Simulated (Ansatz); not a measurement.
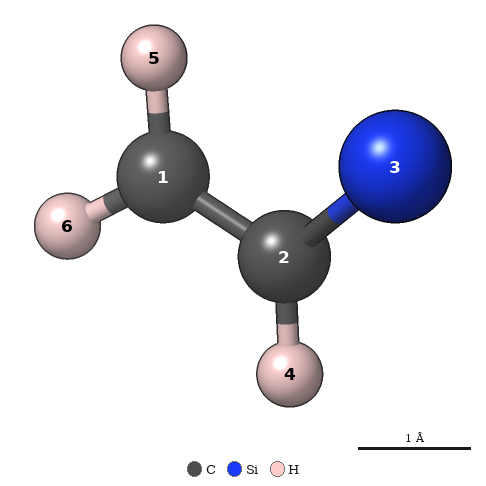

The view is orthographic, and the bar gives the scale. The species is neutral and a spin doublet. The computed structure is the end point of a PBE0-D4/def2-TZVP optimisation. No frequency run is at hand to confirm it as a minimum.

Write Cartesian coordinates in Å in the frame of the picture: x to the right, y up, z towards the viewer, origin at the mean of the atomic positions.

```xyz
6
C2H3Si
C   -0.56   0.30  -0.31
C    0.52  -0.42   0.06
Si   1.52   0.39   1.38
H    0.57  -1.47  -0.23
H   -0.64   1.36  -0.08
H   -1.41  -0.15  -0.82
```
